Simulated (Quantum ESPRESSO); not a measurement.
## Magnetic state of SiNi from several starts

Wanted: the moments of SiNi and the energy of each order that was tried.

Program: Quantum ESPRESSO 7.5. Level of theory: PBEsol; plane waves with GBRV 1.5 PBEsol potentials, no spin-orbit coupling. Results are calculated unless marked as measured.

## Step 1: Starting point

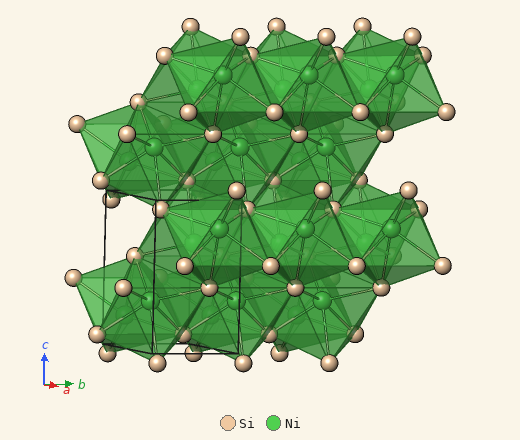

Start, viewed slightly off an axis; silicon light orange, nickel green. 1×3×2 cells are drawn. Some periodic images of atoms are drawn too.

The cell comes from the Crystallography Open Database.

## Step 2: Start 1: ferro ++++

The signs are those of the starting moments on the seeded atoms, the atoms that are given a moment.

pw.in reads:

```
&CONTROL
  calculation = 'scf'
  prefix = 'pwscf'
  outdir = './tmp'
  pseudo_dir = './pseudo'
  disk_io = 'nowf'
/
&SYSTEM
  ibrav = 0
  celldm(1) = 8
  nat = 8
  ntyp = 2
  ecutwfc = 40
  ecutrho = 280
  nbnd = 59
  occupations = 'smearing'
  smearing = 'fd'
  degauss = 0.00367493
  nspin = 2
  starting_magnetization(1) = 0
  starting_magnetization(2) = 0.0556
/
&ELECTRONS
  conv_thr = 1.6d-08
  electron_maxstep = 150
  mixing_beta = 0.3
/
ATOMIC_SPECIES
Si     28.0850 si_pbesol_v1.uspp.F.UPF
Ni     58.6934 ni_pbesol_v1.4.uspp.F.UPF
CELL_PARAMETERS alat
   1.2219677769127    0.0000000000000    0.0000000000000
   0.0000000000000    0.7885118470767    0.0000000000000
   0.0000000000000    0.0000000000000    1.3239657444894
ATOMIC_POSITIONS crystal
Si      0.3212800000    0.7500000000    0.0825000000
Si      0.1787200000    0.2500000000    0.5825000000
Si      0.8212800000    0.7500000000    0.4175000000
Si      0.6787200000    0.2500000000    0.9175000000
Ni      0.0077900000    0.2500000000    0.1875200000
Ni      0.4922100000    0.7500000000    0.6875200000
Ni      0.5077900000    0.2500000000    0.3124800000
Ni      0.9922100000    0.7500000000    0.8124800000
K_POINTS automatic
10 14 8 0 0 0
```

Launch:

```
OMP_NUM_THREADS=1 mpirun -n 4 pw.x -nk 4 -in pw.in > pw.out
```

Output:

```text
Program PWSCF v.7.5 starts

     Message from routine setup:
     using ibrav=0 with symmetry is DISCOURAGED, use correct ibrav instead

     K-points division:     npool     =       4
     Subspace diagonalization in iterative solution of the eigenvalue problem:

     G-vector sticks info
     --------------------
     sticks:   dense  smooth     PW     G-vecs:    dense   smooth      PW
     Sum        1361     787    231                51577    22357    3769

     Using Slab Decomposition

     bravais-lattice index     =            0
     lattice parameter (alat)  =       8.0000  a.u.
     unit-cell volume          =     653.1526 (a.u.)^3
     number of atoms/cell      =            8
     number of atomic types    =            2
     number of electrons       =        88.00
     number of Kohn-Sham states=           59
     kinetic-energy cutoff     =      40.0000  Ry
     charge density cutoff     =     280.0000  Ry
     scf convergence threshold =      1.6E-08
     mixing beta               =       0.3000
     number of iterations used =            8  plain     mixing
     Exchange-correlation= SLA  PW   PSX  PSC
                           (   1   4  10   8   0   0   0)

     celldm(1)=   8.000000  celldm(2)=   0.000000  celldm(3)=   0.000000
     celldm(4)=   0.000000  celldm(5)=   0.000000  celldm(6)=   0.000000

     crystal axes: (cart. coord. in units of alat)
               a(1) = (   1.221968   0.000000   0.000000 )
               a(2) = (   0.000000   0.788512   0.000000 )
               a(3) = (   0.000000   0.000000   1.323966 )

     reciprocal axes: (cart. coord. in units 2 pi/alat)
               b(1) = (  0.818352  0.000000  0.000000 )
               b(2) = (  0.000000  1.268212  0.000000 )
               b(3) = (  0.000000  0.000000  0.755307 )

     PseudoPot. # 1 for Si read from file:
     si_pbesol_v1.uspp.F.UPF
     Pseudo is Ultrasoft + core correction, Zval =  4.0
     Generated by new atomic code, or converted to UPF format
     Using radial grid of  899 points,  6 beta functions with:
                l(1) =   0
                l(2) =   0
                l(3) =   1
                l(4) =   1
                l(5) =   2
                l(6) =   2
     Q(r) pseudized with  8 coefficients,  rinner =    0.900   0.900   0.900
                                                       0.900   0.900

     PseudoPot. # 2 for Ni read from file:
     ni_pbesol_v1.4.uspp.F.UPF
     Pseudo is Ultrasoft + core correction, Zval = 18.0
     Generated by new atomic code, or converted to UPF format
     Using radial grid of  865 points,  6 beta functions with:
                l(1) =   0
                l(2) =   0
                l(3) =   1
                l(4) =   1
                l(5) =   2
                l(6) =   2
     Q(r) pseudized with 10 coefficients,  rinner =    0.980   0.980   0.980
                                                       0.980   0.980

     atomic species   valence    mass     pseudopotential
     Si                4.00    28.08500     Si( 1.00)
     Ni               18.00    58.69340     Ni( 1.00)

     Starting magnetic structure
     atomic species   magnetization
     Si              0.000
     Ni              0.056

      8 Sym. Ops., with inversion, found ( 6 have fractional translation)

   Cartesian axes

     site n.     atom                  positions (alat units)
         1        Si     tau(   1) = (   0.3925938   0.5913839   0.1092272  )
         2        Si     tau(   2) = (   0.2183901   0.1971280   0.7712100  )
         3        Si     tau(   3) = (   1.0035777   0.5913839   0.5527557  )
         4        Si     tau(   4) = (   0.8293740   0.1971280   1.2147386  )
         5        Ni     tau(   5) = (   0.0095191   0.1971280   0.2482701  )
         6        Ni     tau(   6) = (   0.6014648   0.5913839   0.9102529  )
         7        Ni     tau(   7) = (   0.6205030   0.1971280   0.4137128  )
         8        Ni     tau(   8) = (   1.2124486   0.5913839   1.0756957  )

     number of k points=   240  Fermi-Dirac smearing, width (Ry)=  0.0037

     Number of k-points >= 100: set verbosity='high' to print them.

     Dense  grid:    51577 G-vectors     FFT dimensions: (  54,  36,  60)

     Smooth grid:    22357 G-vectors     FFT dimensions: (  40,  30,  48)

     Check: negative core charge=   -0.000008
     Generating pointlists ...
     new r_m :   0.2219 (alat units)  1.7756 (a.u.) for type    1
     new r_m :   0.2219 (alat units)  1.7756 (a.u.) for type    2

     Initial potential from superposition of free atoms

     starting charge      79.9974, renormalised to      88.0000
     Starting wfcs are   68 randomized atomic wfcs

     Self-consistent Calculation

     iteration #  1     ecut=    40.00 Ry     beta= 0.30
     Davidson diagonalization with overlap
     ethr =  1.00E-02,  avg # of iterations =  6.8

     total energy              =   -1346.52953136 Ry
     estimated scf accuracy    <     215.14094357 Ry

     total magnetization       =     0.26 Bohr mag/cell
     absolute magnetization    =     0.36 Bohr mag/cell

     iteration #  2     ecut=    40.00 Ry     beta= 0.30
     Davidson diagonalization with overlap
     ethr =  1.00E-02,  avg # of iterations =  3.0

     total energy              =   -1409.27529868 Ry
     estimated scf accuracy    <      59.46791805 Ry

     total magnetization       =     0.11 Bohr mag/cell
     absolute magnetization    =     0.16 Bohr mag/cell

     iteration #  3     ecut=    40.00 Ry     beta= 0.30
     Davidson diagonalization with overlap
     ethr =  1.00E-02,  avg # of iterations =  2.0

     total energy              =   -1410.77406929 Ry
     estimated scf accuracy    <      10.52824419 Ry

     total magnetization       =     0.13 Bohr mag/cell
     absolute magnetization    =     0.34 Bohr mag/cell

     [... further iterations left out ...]

     iteration # 14     ecut=    40.00 Ry     beta= 0.30
     Davidson diagonalization with overlap
     ethr =  4.86E-08,  avg # of iterations =  2.2

     total energy              =   -1410.91813680 Ry
     estimated scf accuracy    <       0.00000042 Ry

     total magnetization       =    -0.00 Bohr mag/cell
     absolute magnetization    =     0.00 Bohr mag/cell

     iteration # 15     ecut=    40.00 Ry     beta= 0.30
     Davidson diagonalization with overlap
     ethr =  4.83E-10,  avg # of iterations =  5.4

     total energy              =   -1410.91813721 Ry
     estimated scf accuracy    <       0.00000145 Ry

     total magnetization       =    -0.00 Bohr mag/cell
     absolute magnetization    =     0.00 Bohr mag/cell

     iteration # 16     ecut=    40.00 Ry     beta= 0.30
     Davidson diagonalization with overlap
     ethr =  4.83E-10,  avg # of iterations =  2.2

     total energy              =   -1410.91813749 Ry
     estimated scf accuracy    <       0.00000036 Ry

     total magnetization       =    -0.00 Bohr mag/cell
     absolute magnetization    =     0.00 Bohr mag/cell

     iteration # 17     ecut=    40.00 Ry     beta= 0.30
     Davidson diagonalization with overlap
     ethr =  4.06E-10,  avg # of iterations =  1.2

     Magnetic moment per site  (integrated on atomic sphere of radius R)
     atom   1 (R=0.222)  charge=  1.6503  magn= -0.0000
     atom   2 (R=0.222)  charge=  1.6503  magn= -0.0000
     atom   3 (R=0.222)  charge=  1.6503  magn= -0.0000
     atom   4 (R=0.222)  charge=  1.6503  magn= -0.0000
     atom   5 (R=0.222)  charge= 16.3334  magn=  0.0000
     atom   6 (R=0.222)  charge= 16.3334  magn=  0.0000
     atom   7 (R=0.222)  charge= 16.3334  magn=  0.0000
     atom   8 (R=0.222)  charge= 16.3334  magn=  0.0000

     End of self-consistent calculation

     Number of k-points >= 100: set verbosity='high' to print the bands.

     the Fermi energy is    14.4685 ev

!    total energy              =   -1410.91813754 Ry
     estimated scf accuracy    <          3.3E-10 Ry
     smearing contrib. (-TS)   =      -0.00119799 Ry
     internal energy E=F+TS    =   -1410.91693955 Ry

     The total energy is F=E-TS. E is the sum of the following terms:
     one-electron contribution =   -1049.31739350 Ry
     hartree contribution      =     571.73829280 Ry
     xc contribution           =    -158.43313938 Ry
     ewald contribution        =    -774.90469947 Ry

     total magnetization       =    -0.00 Bohr mag/cell
     absolute magnetization    =     0.00 Bohr mag/cell

     convergence has been achieved in  17 iterations

=------------------------------------------------------------------------------=
   JOB DONE.
=------------------------------------------------------------------------------=
```

Elapsed: 23 min, on 4 MPI ranks of Intel Xeon at 2.50GHz (Skylake/Cascade Lake), shared host; peak memory 1.7 GiB; 1.5 h of CPU time.

The spin moment in the atom's sphere vanishes on all atoms.

This step gave:

- smearing term TS: 0.01630 eV
- net moment: 0 μB
- integrated |m|: 0 μB
- final state: non-magnetic

## Step 3: Run 2, typed as antiferro ++−−

Changes to pw.in since step 2:

```diff
@@ -11,6 +11,6 @@
   nat = 8
-  ntyp = 2
+  ntyp = 3
   ecutwfc = 40
   ecutrho = 280
-  nbnd = 59
+  nbnd = 57
   occupations = 'smearing'
@@ -21,2 +21,3 @@
   starting_magnetization(2) = 0.0556
+  starting_magnetization(3) = -0.0556
 /
@@ -29,3 +30,4 @@
 Si     28.0850 si_pbesol_v1.uspp.F.UPF
-Ni     58.6934 ni_pbesol_v1.4.uspp.F.UPF
+Ni1    58.6934 ni_pbesol_v1.4.uspp.F.UPF
+Ni2    58.6934 ni_pbesol_v1.4.uspp.F.UPF
 CELL_PARAMETERS alat
@@ -39,6 +41,6 @@
 Si      0.6787200000    0.2500000000    0.9175000000
-Ni      0.0077900000    0.2500000000    0.1875200000
-Ni      0.4922100000    0.7500000000    0.6875200000
-Ni      0.5077900000    0.2500000000    0.3124800000
-Ni      0.9922100000    0.7500000000    0.8124800000
+Ni1     0.0077900000    0.2500000000    0.1875200000
+Ni1     0.4922100000    0.7500000000    0.6875200000
+Ni2     0.5077900000    0.2500000000    0.3124800000
+Ni2     0.9922100000    0.7500000000    0.8124800000
 K_POINTS automatic
```

Output:

```text
[banner, memory and clock lines left out]
Program PWSCF v.7.5 starts

     Message from routine setup:
     using ibrav=0 with symmetry is DISCOURAGED, use correct ibrav instead

     bravais-lattice index     =            0
     lattice parameter (alat)  =       8.0000  a.u.
     unit-cell volume          =     653.1526 (a.u.)^3
     number of atoms/cell      =            8
     number of atomic types    =            3
     number of electrons       =        88.00
     number of Kohn-Sham states=           57
     kinetic-energy cutoff     =      40.0000  Ry
     charge density cutoff     =     280.0000  Ry
     scf convergence threshold =      1.6E-08
     mixing beta               =       0.3000
     number of iterations used =            8  plain     mixing
     Exchange-correlation= SLA  PW   PSX  PSC
                           (   1   4  10   8   0   0   0)

     celldm(1)=   8.000000  celldm(2)=   0.000000  celldm(3)=   0.000000
     celldm(4)=   0.000000  celldm(5)=   0.000000  celldm(6)=   0.000000

     crystal axes: (cart. coord. in units of alat)
               a(1) = (   1.221968   0.000000   0.000000 )
               a(2) = (   0.000000   0.788512   0.000000 )
               a(3) = (   0.000000   0.000000   1.323966 )

     reciprocal axes: (cart. coord. in units 2 pi/alat)
               b(1) = (  0.818352  0.000000  0.000000 )
               b(2) = (  0.000000  1.268212  0.000000 )
               b(3) = (  0.000000  0.000000  0.755307 )

     PseudoPot. # 1 for Si read from file:
     si_pbesol_v1.uspp.F.UPF
     Pseudo is Ultrasoft + core correction, Zval =  4.0

     PseudoPot. # 2 for Ni read from file:
     ni_pbesol_v1.4.uspp.F.UPF
     Pseudo is Ultrasoft + core correction, Zval = 18.0

     PseudoPot. # 3 for Ni read from file:
     ni_pbesol_v1.4.uspp.F.UPF
     Pseudo is Ultrasoft + core correction, Zval = 18.0

     atomic species   valence    mass     pseudopotential
     Si                4.00    28.08500     Si( 1.00)
     Ni1              18.00    58.69340     Ni( 1.00)
     Ni2              18.00    58.69340     Ni( 1.00)

     Starting magnetic structure
     atomic species   magnetization
     Si              0.000
     Ni1             0.056
     Ni2            -0.056

      4 Sym. Ops. (no inversion) found ( 3 have fractional translation)

   Cartesian axes

     site n.     atom                  positions (alat units)
         1        Si     tau(   1) = (   0.3925938   0.5913839   0.1092272  )
         2        Si     tau(   2) = (   0.2183901   0.1971280   0.7712100  )
         3        Si     tau(   3) = (   1.0035777   0.5913839   0.5527557  )
         4        Si     tau(   4) = (   0.8293740   0.1971280   1.2147386  )
         5        Ni1    tau(   5) = (   0.0095191   0.1971280   0.2482701  )
         6        Ni1    tau(   6) = (   0.6014648   0.5913839   0.9102529  )
         7        Ni2    tau(   7) = (   0.6205030   0.1971280   0.4137128  )
         8        Ni2    tau(   8) = (   1.2124486   0.5913839   1.0756957  )

     number of k points=   240  Fermi-Dirac smearing, width (Ry)=  0.0037

     Number of k-points >= 100: set verbosity='high' to print them.

     Dense  grid:    51577 G-vectors     FFT dimensions: (  54,  36,  60)

     Smooth grid:    22357 G-vectors     FFT dimensions: (  40,  30,  48)

     Check: negative core charge=   -0.000008
     Generating pointlists ...
     new r_m :   0.2219 (alat units)  1.7756 (a.u.) for type    1
     new r_m :   0.2219 (alat units)  1.7756 (a.u.) for type    2
     new r_m :   0.2219 (alat units)  1.7756 (a.u.) for type    3

     Initial potential from superposition of free atoms

     starting charge      79.9974, renormalised to      88.0000
     Starting wfcs are   68 randomized atomic wfcs

     Self-consistent Calculation

     iteration #  1     ecut=    40.00 Ry     beta= 0.30
     Davidson diagonalization with overlap
     ethr =  1.00E-02,  avg # of iterations =  6.9

     total energy              =   -1346.51418078 Ry
     estimated scf accuracy    <     215.16290654 Ry

     total magnetization       =    -0.00 Bohr mag/cell
     absolute magnetization    =     0.43 Bohr mag/cell

     iteration #  2     ecut=    40.00 Ry     beta= 0.30
     Davidson diagonalization with overlap
     ethr =  1.00E-02,  avg # of iterations =  3.0

     total energy              =   -1409.27976966 Ry
     estimated scf accuracy    <      59.45762217 Ry

     total magnetization       =     0.00 Bohr mag/cell
     absolute magnetization    =     0.18 Bohr mag/cell

     [... further iterations left out ...]

     iteration # 16     ecut=    40.00 Ry     beta= 0.30
     Davidson diagonalization with overlap
     ethr =  1.13E-10,  avg # of iterations =  5.6

     total energy              =   -1410.91813748 Ry
     estimated scf accuracy    <       0.00000050 Ry

     total magnetization       =    -0.00 Bohr mag/cell
     absolute magnetization    =     0.00 Bohr mag/cell

     iteration # 17     ecut=    40.00 Ry     beta= 0.30
     Davidson diagonalization with overlap
     ethr =  1.13E-10,  avg # of iterations =  2.0

     Magnetic moment per site  (integrated on atomic sphere of radius R)
     atom   1 (R=0.222)  charge=  1.6503  magn=  0.0000
     atom   2 (R=0.222)  charge=  1.6503  magn=  0.0000
     atom   3 (R=0.222)  charge=  1.6503  magn= -0.0000
     atom   4 (R=0.222)  charge=  1.6503  magn= -0.0000
     atom   5 (R=0.222)  charge= 16.3334  magn=  0.0000
     atom   6 (R=0.222)  charge= 16.3334  magn=  0.0000
     atom   7 (R=0.222)  charge= 16.3334  magn= -0.0000
     atom   8 (R=0.222)  charge= 16.3334  magn= -0.0000

     End of self-consistent calculation

     Number of k-points >= 100: set verbosity='high' to print the bands.

     the Fermi energy is    14.4685 ev

!    total energy              =   -1410.91813753 Ry
     estimated scf accuracy    <       0.00000001 Ry
     smearing contrib. (-TS)   =      -0.00119801 Ry
     internal energy E=F+TS    =   -1410.91693952 Ry

     The total energy is F=E-TS. E is the sum of the following terms:
     one-electron contribution =   -1049.31898925 Ry
     hartree contribution      =     571.74014613 Ry
     xc contribution           =    -158.43339693 Ry
     ewald contribution        =    -774.90469947 Ry

     total magnetization       =    -0.00 Bohr mag/cell
     absolute magnetization    =     0.00 Bohr mag/cell

     convergence has been achieved in  17 iterations
```

Run time: 22 min. Hardware: 4 MPI ranks; peak memory 1.7 GiB.

The spin moment in the atom's sphere vanishes on all atoms.

This step gave:

| Quantity | Value |
| --- | --- |
| smearing term TS | 0.01630 eV |
| net moment | 0 μB |
| integrated \|m\| | 0 μB |
| final state | non-magnetic |

## Step 4: Run 3, typed as antiferro +−−+

Changes to pw.in since step 3:

```diff
@@ -42,5 +42,5 @@
 Ni1     0.0077900000    0.2500000000    0.1875200000
-Ni1     0.4922100000    0.7500000000    0.6875200000
+Ni2     0.4922100000    0.7500000000    0.6875200000
 Ni2     0.5077900000    0.2500000000    0.3124800000
-Ni2     0.9922100000    0.7500000000    0.8124800000
+Ni1     0.9922100000    0.7500000000    0.8124800000
 K_POINTS automatic
```

Output:

```text
     [... lines left out ...]
Program PWSCF v.7.5 starts
     [... lines left out ...]
     number of atoms/cell      =            8
     [... lines left out ...]
     number of electrons       =        88.00
     number of Kohn-Sham states=           57
     kinetic-energy cutoff     =      40.0000  Ry
     charge density cutoff     =     280.0000  Ry
     scf convergence threshold =      1.6E-08
     [... lines left out ...]
      4 Sym. Ops., with inversion, found ( 2 have fractional translation)
     [... lines left out ...]
     number of k points=   336  Fermi-Dirac smearing, width (Ry)=  0.0037
     [... lines left out ...]
     iteration # 17     ecut=    40.00 Ry     beta= 0.30
     [... lines left out ...]
     Magnetic moment per site  (integrated on atomic sphere of radius R)
     atom   1 (R=0.222)  charge=  1.6503  magn=  0.0000
     atom   2 (R=0.222)  charge=  1.6503  magn= -0.0000
     atom   3 (R=0.222)  charge=  1.6503  magn= -0.0000
     atom   4 (R=0.222)  charge=  1.6503  magn=  0.0000
     atom   5 (R=0.222)  charge= 16.3334  magn=  0.0000
     atom   6 (R=0.222)  charge= 16.3334  magn= -0.0000
     atom   7 (R=0.222)  charge= 16.3334  magn= -0.0000
     atom   8 (R=0.222)  charge= 16.3334  magn=  0.0000
     [... lines left out ...]
     the Fermi energy is    14.4686 ev
!    total energy              =   -1410.91813753 Ry
     estimated scf accuracy    <          5.4E-09 Ry
     smearing contrib. (-TS)   =      -0.00119803 Ry
     [... lines left out ...]
     total magnetization       =    -0.00 Bohr mag/cell
     absolute magnetization    =     0.00 Bohr mag/cell
     convergence has been achieved in  17 iterations
```

It took 31 min on 4 MPI ranks; peak memory 2.1 GiB; 2.1 h of CPU time.

The spin moment in the atom's sphere vanishes on all atoms.

Read from the output:

| Quantity | Value |
| --- | --- |
| smearing term TS | 0.01630 eV |
| net moment | 0 μB |
| integrated \|m\| | 0 μB |
| final state | non-magnetic |

## Step 5: Energies of the orders

An order is kept where moments of 0.15 μB or more survive with the typed signs; meshes match where a doubled cell samples the same k points as the first cell.

Orders:

```csv
start,final state,typed order kept,energy over the lowest (meV a seeded atom),largest site moment (μB),net moment (μB a cell of the first run),mesh matched,CPU time (s)
ferro ++++,non-magnetic,no,0,0,0,yes,5500
antiferro ++--,non-magnetic,no,0,0,0,yes,5316
antiferro +--+,non-magnetic,no,0,0,0,yes,7464
```

## Step 6: Outcome

| Item | Value |
| --- | --- |
| lowest state found | non-magnetic (from ferro ++++, antiferro ++-- and antiferro +--+) |
| largest site moment | 0 μB |

In words: The lowest state carries no moment, and no start kept one. This is the lowest of 3 collinear or spinless starts, no proof of the ground state.

[Logs and program files are shortened in this print: banners, set-up blocks, solver, clock and traceback lines can be left out without a mark of their own.]

[Logs are printed without paths, hosts, clocks, repeated set-up lines and the standing remarks that a program may print on its own settings, such as how far it seeks lower states.]

[Hosts, paths, dates, database ids (printed as entryN), source tags and the programs' standing remarks are cut or masked in the printed files.]

[Where a cell is said to come from a database of computed structures, the database is the Materials Project.]
